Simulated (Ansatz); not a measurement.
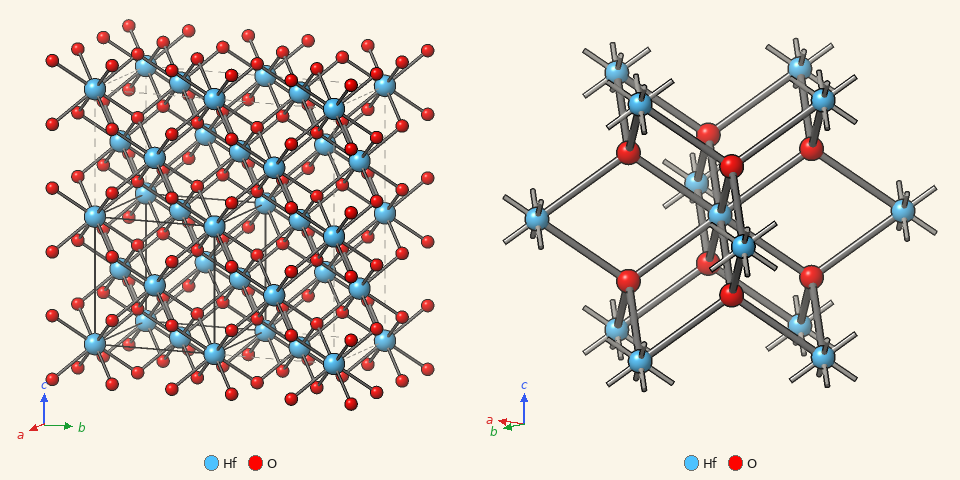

Left: the structure. Right: its underlying net. Nodes are coloured by element. Edges to nodes outside the piece are drawn as stubs.

HfO₂ (space group Fm-3m, No. 225). Coordinates: a calculation's input that goes back to an entry of the Crystallography Open Database (an earlier step may have relaxed or displaced it).

Bonds are taken as Hf–O below 2.5 Å. Simplification: prune 0- and 1-connected atoms, fold 2-connected ones into links.

The result is a binodal (4,8)-connected, three-periodic net: O is a 4-connected node; Hf is an 8-connected node, in the ratio 2:1. It is the flu net, known from fluorite. It is a single net, without interpenetration.

| node | links | point symbol | coordination sequence |
| --- | --- | --- | --- |
| O | 4 | 4⁶ | 4 22 24 82 64 182 |
| Hf | 8 | 4¹²·6¹²·8⁴ | 8 12 48 42 128 92 |
